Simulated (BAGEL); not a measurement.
# A workflow on AlNH3OF (SMILES [NH2][Al]([OH])[F])

Wanted: the energy (HF/def2-SVP), then a single-point energy (NEVPT2(2,2)/def2-SVP), then a single-point energy (CASPT2(2,2)/def2-SVP) of AlNH3OF. 

The results are computed with BAGEL 1.2.2.

2 further runs of the same task are left out: 2 set aside as unsound or not needed.

## (1) The system as given

The species is AlNH3OF (7 atoms), meant as a singlet with charge 0. SMILES: `[NH2][Al]([OH])[F]`. The O3–H7 distance was set to 1.813 Å, away from the relaxed value. At this shape a bond of the SMILES string is far longer than usual.

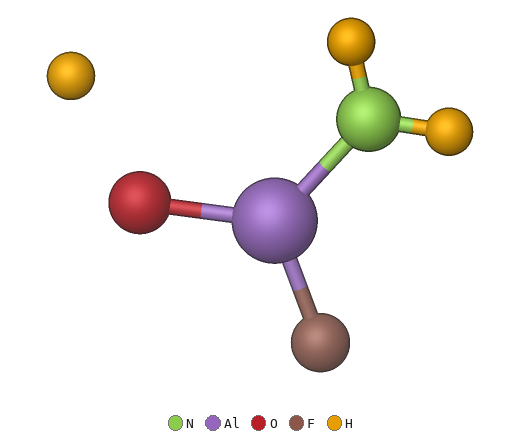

The structure, seen from a chosen angle (nitrogen green, aluminium purple, oxygen red, fluorine brown, hydrogen amber).

## (2) The energy at HF/def2-SVP (density fitting with svp-jkfit) (run 1)

input.json

```json
{ "bagel": [

{
  "title": "molecule",
  "basis": "svp",
  "df_basis": "svp-jkfit",
  "angstrom": true,
  "geometry": [
    { "atom": "N", "xyz": [      -1.232945,       0.383900,      -0.585252 ] },
    { "atom": "Al", "xyz": [      -0.796445,      -1.172900,       0.097348 ] },
    { "atom": "O", "xyz": [       0.705255,      -1.547100,       0.764548 ] },
    { "atom": "F", "xyz": [      -1.928745,      -2.365000,       0.092048 ] },
    { "atom": "H", "xyz": [      -2.136345,       0.587300,      -0.979552 ] },
    { "atom": "H", "xyz": [      -0.633545,       1.189400,      -0.641152 ] },
    { "atom": "H", "xyz": [       2.105200,      -0.401000,       0.879500 ] }
  ]
},

{ "title": "hf", "charge": 0 },

{ "title": "print", "file": "orbitals.molden", "orbitals": true }

]}
```

Command:

```console
$ BAGEL_NUM_THREADS=1 BAGEL input.json > input.out
```

The program printed:

```text
* using 1 threads per process

  ===============================================================
  ===============================================================

  *** Geometry ***

  { "atom" : "N", "xyz" : [     -2.329928,      0.725466,     -1.105966 ] },
  { "atom" : "Al", "xyz" : [     -1.505063,     -2.216460,      0.183961 ] },
  { "atom" : "O", "xyz" : [      1.332739,     -2.923595,      1.444786 ] },
  { "atom" : "F", "xyz" : [     -3.644800,     -4.469202,      0.173946 ] },
  { "atom" : "H", "xyz" : [     -4.037107,      1.109836,     -1.851085 ] },
  { "atom" : "H", "xyz" : [     -1.197227,      2.247640,     -1.211602 ] },
  { "atom" : "H", "xyz" : [      3.978251,     -0.757780,      1.662014 ] },

  Number of auxiliary basis functions:      413

  Since a DF basis is specified, we compute 2- and 3-index integrals:
    o Being stored without compression. Storage requirement is 0.019 GB

  Number of basis functions:       75
  Number of electrons      :       40

    * METHOD: MOLECULE                             0.15

  *** RHF ***

  === Nuclear Repulsion ===
   157.5079850693

      * DIIS with orbital gradients will be used.

  === RHF iteration (svp) ===
      0       -471.64540277          0.03156292           0.04
      1       -471.76507671          0.02927988           0.04
      2       -472.11594147          0.00445783           0.04
      3       -472.12476700          0.00149601           0.04
      4       -472.12652808          0.00037149           0.04
      5       -472.12671985          0.00014233           0.04
      6       -472.12674093          0.00006866           0.04
      7       -472.12674709          0.00002632           0.04
      8       -472.12674835          0.00001822           0.04
      9       -472.12674921          0.00001077           0.04
     10       -472.12674955          0.00000294           0.04
     11       -472.12674957          0.00000103           0.04
     12       -472.12674957          0.00000056           0.04
     13       -472.12674957          0.00000019           0.04
     14       -472.12674957          0.00000008           0.04
     15       -472.12674957          0.00000004           0.04
     16       -472.12674957          0.00000002           0.04
     17       -472.12674957          0.00000000           0.04
    * SCF iteration converged.

    * Permanent dipole moment:
           (   -0.676966,    -1.473017,     0.254876) a.u.

    * METHOD: HF                                   0.78

    * METHOD: PRINT                                0.01

  ===============================================================
```

Wall time 1.1 s (1 thread of Arm Neoverse V1, shared host); peak memory 0.15 GiB.

## (3) A single-point energy at NEVPT2(2,2)/def2-SVP (density fitting with svp-jkfit) (run 2)

job.json

```json
{ "bagel": [

{
  "title": "molecule",
  "basis": "svp",
  "df_basis": "svp-jkfit",
  "angstrom": true,
  "geometry": [
    { "atom": "N", "xyz": [      -1.232945,       0.383900,      -0.585252 ] },
    { "atom": "Al", "xyz": [      -0.796445,      -1.172900,       0.097348 ] },
    { "atom": "O", "xyz": [       0.705255,      -1.547100,       0.764548 ] },
    { "atom": "F", "xyz": [      -1.928745,      -2.365000,       0.092048 ] },
    { "atom": "H", "xyz": [      -2.136345,       0.587300,      -0.979552 ] },
    { "atom": "H", "xyz": [      -0.633545,       1.189400,      -0.641152 ] },
    { "atom": "H", "xyz": [       2.105200,      -0.401000,       0.879500 ] }
  ]
},

{ "title": "hf" },

{ "title": "nevpt2", "nstate": 1, "nact": 2, "nclosed": 19, "active": [19, 21], "maxiter": 200, "natocc": true, "ncore": 8 },

{ "title": "print", "file": "orbitals.molden", "orbitals": true }

]}
```

Command:

```console
$ BAGEL_NUM_THREADS=1 BAGEL job.json > job.out
```

The program printed:

```text
* using 1 threads per process

  ===============================================================
  ===============================================================

  *** Geometry ***

  { "atom" : "N", "xyz" : [     -2.329928,      0.725466,     -1.105966 ] },
  { "atom" : "Al", "xyz" : [     -1.505063,     -2.216460,      0.183961 ] },
  { "atom" : "O", "xyz" : [      1.332739,     -2.923595,      1.444786 ] },
  { "atom" : "F", "xyz" : [     -3.644800,     -4.469202,      0.173946 ] },
  { "atom" : "H", "xyz" : [     -4.037107,      1.109836,     -1.851085 ] },
  { "atom" : "H", "xyz" : [     -1.197227,      2.247640,     -1.211602 ] },
  { "atom" : "H", "xyz" : [      3.978251,     -0.757780,      1.662014 ] },

  Number of auxiliary basis functions:      413

  Since a DF basis is specified, we compute 2- and 3-index integrals:
    o Being stored without compression. Storage requirement is 0.019 GB

  Number of basis functions:       75
  Number of electrons      :       40

    * METHOD: MOLECULE                             0.15

  *** RHF ***

  === Nuclear Repulsion ===
   157.5079850693

      * DIIS with orbital gradients will be used.

  === RHF iteration (svp) ===
      0       -471.64540277          0.03156292           0.04
      1       -471.76507671          0.02927988           0.04
      2       -472.11594147          0.00445783           0.04
[... 14 lines of this table left out ...]
     17       -472.12674957          0.00000000           0.04
    * SCF iteration converged.

    * Permanent dipole moment:
           (   -0.676966,    -1.473017,     0.254876) a.u.

    * METHOD: HF                                   0.78

    * freezing 8 orbitals
  ---------------------------
      CASSCF calculation
  ---------------------------

    ==== Active orbitals : =====
         Orbital 19
         Orbital 21
    ============================

    * nstate   :      1
    * nclosed  :     19
    * nact     :      2
    * nvirt    :     54
  === CASSCF iteration (svp) ===

    * Using the second-order algorithm

      0  0      -472.17168324     7.63e-03      0.01

      1  0      -472.20728095     1.56e-03      0.21
[... 21 lines of this table left out ...]
     12  0      -472.20835597     4.43e-09      0.18

    * Second-order optimization converged. *

     guess   0:   closed 1.                   open ..

  === FCI iteration ===

      0  0      -472.11748933     1.07e-01      0.00
      1  0      -472.20211455     2.64e-02      0.00
      2  0 *    -472.20835597     4.93e-16      0.00

     * ci vector, state   0, <S^2> = 0.0000
       2.     0.9187832634
       .2    -0.3947623524

  === DF-NEVPT2 calculation ===

    * 3-index integral transformation done
    * assembly done

      NEVPT2 correlation energy:   -0.5663327727      0.13

          (+0)     -0.4988351300
          (+0)'    -0.0193608870
          (+1)     -0.0094709004
          (+1)'    -0.0000000000
          (+2)     -0.0004324018
          (-1)     -0.0364682239
          (-1)'     0.0000000000
          (-2)     -0.0017652297

      NEVPT2 total energy:       -472.7746887407

    * METHOD: NEVPT2                               2.93

    * METHOD: PRINT                                0.01

  ===============================================================
```

It took 4.2 s on 1 thread of Arm Neoverse V1, shared host; peak memory 0.15 GiB.

## (4) A single-point energy at CASPT2(2,2)/def2-SVP (density fitting with svp-jkfit) (run 3)

calc.json

```json
{ "bagel" : [

{
  "title" : "molecule",
  "basis" : "svp",
  "df_basis" : "svp-jkfit",
  "angstrom" : "true",
  "geometry" : [
    { "atom" : "N", "xyz" : [      -1.232945,       0.383900,      -0.585252 ] },
    { "atom" : "Al", "xyz" : [      -0.796445,      -1.172900,       0.097348 ] },
    { "atom" : "O", "xyz" : [       0.705255,      -1.547100,       0.764548 ] },
    { "atom" : "F", "xyz" : [      -1.928745,      -2.365000,       0.092048 ] },
    { "atom" : "H", "xyz" : [      -2.136345,       0.587300,      -0.979552 ] },
    { "atom" : "H", "xyz" : [      -0.633545,       1.189400,      -0.641152 ] },
    { "atom" : "H", "xyz" : [       2.105200,      -0.401000,       0.879500 ] }
  ]
},

{ "title" : "hf", "charge" : 0 },

{ "title" : "casscf", "nstate" : 1, "nact" : 2, "nclosed" : 19, "charge" : 0, "active" : [19, 21], "maxiter" : 200, "natocc" : "true" },

{ "title" : "print", "file" : "orbitals.molden", "orbitals" : "true" },

{ "title" : "smith", "method" : "caspt2", "ms" : "true", "xms" : "true", "sssr" : "true", "shift" : 0.2, "shift_imag" : "true", "ncore" : 8 }

]}
```

Command:

```console
$ BAGEL_NUM_THREADS=1 BAGEL calc.json > calc.out
```

The program printed:

```text
* using 1 threads per process

  ===============================================================
  ===============================================================

  *** Geometry ***

  { "atom" : "N", "xyz" : [     -2.329928,      0.725466,     -1.105966 ] },
  { "atom" : "Al", "xyz" : [     -1.505063,     -2.216460,      0.183961 ] },
  { "atom" : "O", "xyz" : [      1.332739,     -2.923595,      1.444786 ] },
  { "atom" : "F", "xyz" : [     -3.644800,     -4.469202,      0.173946 ] },
  { "atom" : "H", "xyz" : [     -4.037107,      1.109836,     -1.851085 ] },
  { "atom" : "H", "xyz" : [     -1.197227,      2.247640,     -1.211602 ] },
  { "atom" : "H", "xyz" : [      3.978251,     -0.757780,      1.662014 ] },

  Number of auxiliary basis functions:      413

  Since a DF basis is specified, we compute 2- and 3-index integrals:
    o Being stored without compression. Storage requirement is 0.019 GB

  Number of basis functions:       75
  Number of electrons      :       40

    * METHOD: MOLECULE                             0.15

  *** RHF ***

[... 11 lines left out ...]
    * SCF iteration converged.
[... 1 line left out ...]
    * Permanent dipole moment:
[... 27 lines left out ...]
    * Second-order optimization converged. *
[... 9 lines left out ...]
     * ci vector, state   0, <S^2> = 0.0000
[... 16 lines left out ...]
    * Zeroth order energy : state  0       -0.6761229803

    * CASPT2 iteration is performed using orthogonal basis

      -------------------------------------------  CASPT2 iteration  ---------------------------------------------------
       #      aibj      arbs      arbi      airj      risj      airs      arst      rist         Etot      error   time
      ------------------------------------------------------------------------------------------------------------------

       0  -0.49729  -0.00219  -0.03828  -0.01001  -0.00059  -0.01957  -0.00000  -0.00000   -0.5679275  0.0008555   0.07
       1  -0.49733  -0.00220  -0.03836  -0.01003  -0.00061  -0.01969  -0.00000  -0.00000   -0.5682068  0.0000735   0.06
       2  -0.49733  -0.00220  -0.03836  -0.01003  -0.00061  -0.01969  -0.00000  -0.00000   -0.5682094  0.0000106   0.06
       3  -0.49733  -0.00220  -0.03836  -0.01003  -0.00061  -0.01969  -0.00000  -0.00000   -0.5682095  0.0000016   0.06
       4  -0.49733  -0.00220  -0.03836  -0.01003  -0.00061  -0.01969   0.00000  -0.00000   -0.5682095  0.0000002   0.06

      ------------------------------------------------------------------------------------------------------------------

    * CASPT2 energy : state  0     -472.7786179391
        w/o shift correction       -472.7765654454
        reference weight              0.8674882465

    * METHOD: SMITH                                0.47

  ===============================================================
```

It took 4.5 s on 1 thread of Arm Neoverse V1, shared host; peak memory 0.15 GiB.

## (5) Summary of results

```
                                 quantity          value
         run 1, HF/def2-SVP: total energy  -472.12675 Eh
        run 1, HF/def2-SVP: dipole moment         4.17 D
          run 1, HF/def2-SVP: HOMO energy      -11.09 eV
          run 1, HF/def2-SVP: LUMO energy       -0.41 eV
        run 1, HF/def2-SVP: HOMO–LUMO gap       10.68 eV
run 2, NEVPT2(2,2)/def2-SVP: total energy  -472.77469 Eh
run 3, CASPT2(2,2)/def2-SVP: total energy  -472.77862 Eh
```
